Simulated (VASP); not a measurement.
Band structure of HfB (relaxed from the zinc blende structure, space group F-43m). Calculation: PBEsol GGA, VASP's PBE PAW potentials (set 64) (plane waves; VASP 6.6.1).

Unless said otherwise, spin-orbit coupling is left out, though it shifts the bands of the heavy elements here.

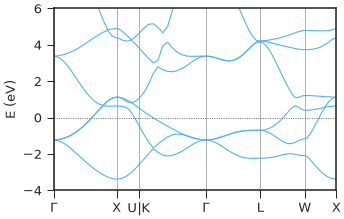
Fig. 1. Bands along high-symmetry lines, zero at the valence-band maximum or, without a gap, the Fermi level

Q: Read the plot: is there a gap, and where are the band edges?

A: It has no gap at this level: it comes out as a metal or semimetal. (Edges off the drawn lines would not show.)

The structure was generated: HfB was put into the zinc blende type (F-43m), which need not be its known phase. It was relaxed first, which changed the volume by -35 %. The electron count is odd and the run is not spin-polarised, which forces a metal.
